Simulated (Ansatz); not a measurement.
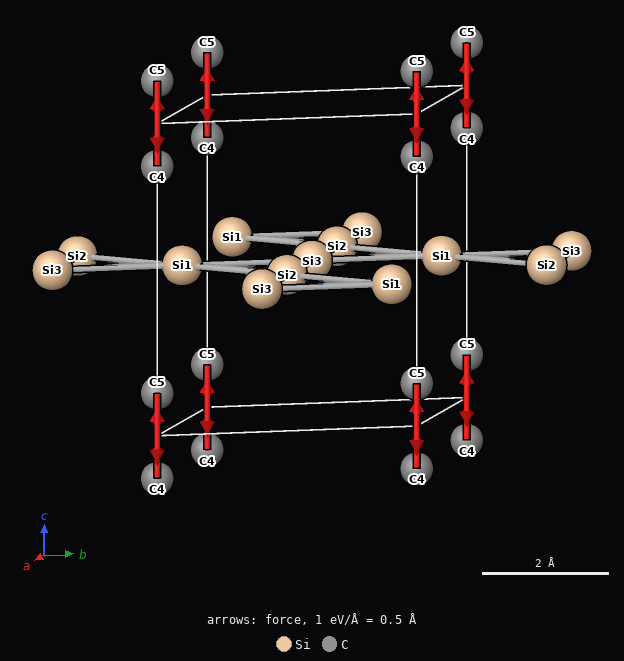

Starting geometry of crystalline Si3C2 (a generated structure, set up in P6/mmm) (coarse preliminary run) with the computed forces as red arrows. Style: ball-and-stick. Shown: the cell of the calculation, slightly off an axis.

Computed with DFT PBE, scalar-relativistic, plane waves, PAW in Ansatz.

Input
```yaml
crystal:
  lattice:
    - [4.38220827, 0.0, 0.0]
    - [-2.19110414, 3.79510369, 0.0]
    - [0.0, 0.0, 4.99441389]
  atoms:
    - { symbol: Si, position: [0.5, 0.0, 0.5] }
    - { symbol: Si, position: [0.0, 0.5, 0.5] }
    - { symbol: Si, position: [0.5, 0.5, 0.5] }
    - { symbol: C, position: [0.0, 0.0, 0.86324246] }
    - { symbol: C, position: [0.0, 0.0, 0.13675754] }
basis:
  ecutwfc: 420
kpoints:
  mp_grid: { grid: [6, 6, 4] }
hamiltonian:
  xc: pbe
scf:
  occupations: { method: gaussian, width: 0.1 }
  lower_state_search: "off"
output:
  forces: true
  stress: true
  eigenvalues: true
relax:
  adjacent_minimum: "off"
  f_tol: 0.04
  max_steps: 70
  cell: { stress_tol: 0.4 }
```

Launched with:
```bash
ansatz run input.yaml --threads 1 --pin off --max-ram 2560MiB --backend cpu --events-out ev --progress --plain --runs-dir out
```

Question: What follows when this structure is relaxed?

Answer: It isn't relaxed: the largest force vector, on C atoms, is 2.33 eV/Å. Measured relative to the changing cell, the final displacements run against the starting forces (cosine between the two patterns −1.00). The largest moves relative to the cell, 0.12 Å, are those of C4 and C5. C5 goes along +c. Si stays in place. The volume changes by −4.3 %, with a = b 4.382 → 4.760 Å (+8.6 %), c 4.994 → 4.050 Å (−18.9 %). Near-neighbour distances that change, for instance: Si1–Si2 2.191 → 2.380 Å, C4–C5 1.366 → 1.339 Å. The space group stays P6/mmm (No. 191). After 7 accepted moves (8 points after the start) the energy has fallen by 276 meV per atom. The largest force component goes from 2.3 to 0.0058 eV/Å. The pressure goes from 11.60 to 0.19 GPa. The SCF was repeated once at an unchanged geometry on a basis and grid sized afresh for the cell, which shifted the energy by 3.2 meV per atom at most.
